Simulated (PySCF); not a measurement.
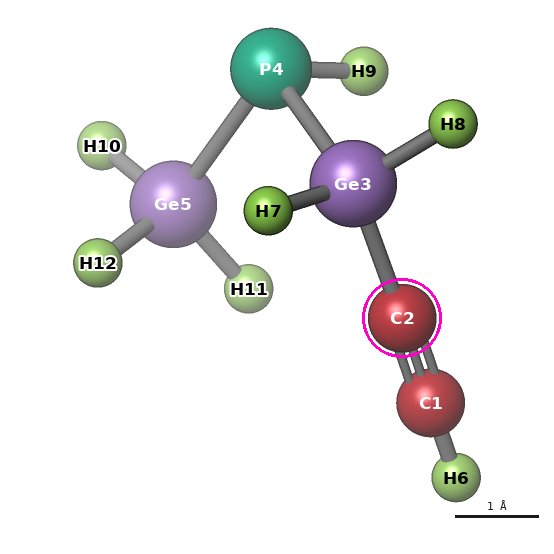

Orthographic view. Atoms fade into the background with distance from the viewer. The geometry was computed by an optimisation with PBE0-D3(BJ)/def2-SVP. No frequency run is at hand to confirm it as a minimum.

**Which atoms are bonded to the circled atom?**

The circled atom is C2; it is bonded to C1, Ge3.

**Which atom is nearest the viewer?**

H7, 2.6 Å in front of the mean position.

**Of Ge3 and P4, which is nearer the viewer?**

Ge3; the bond to P4 points away from the viewer, so it looks shorter than its 2.32 Å.

**What is the shortest path along bonds from the circled atom to H10?**

C2–Ge3–P4–Ge5–H10, 4 bonds; through space the two are 5.16 Å apart.
